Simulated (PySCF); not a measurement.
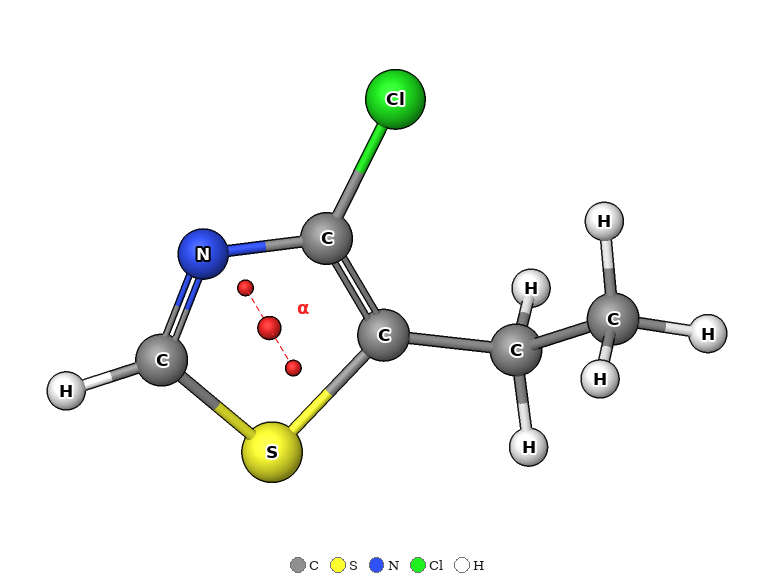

The small points mark where nucleus-independent chemical shifts (NICS) were computed: at the centre of each lettered ring and 1 Å above and below it. Geometry: an image of a reaction path computed with GFN2-xTB, not a minimum. Method: GIAO PBE0/pcSseg-1 NMR shielding, non-relativistic, gas phase (PySCF 2.14.0).

Give NICS(0), NICS(1) and the out-of-plane component NICS(1)zz for each ring (means of the two sides).

| ring | members | NICS(0) | NICS(1) | NICS(1)zz |
| --- | --- | --- | --- | --- |
| α | C3NS | −11.6 | −10.9 | −24.0 |

Values in ppm.

Question. What do the values say about the ring currents?

Answer. Ring α: diatropic, as in an aromatic ring. NICS is one index among several.
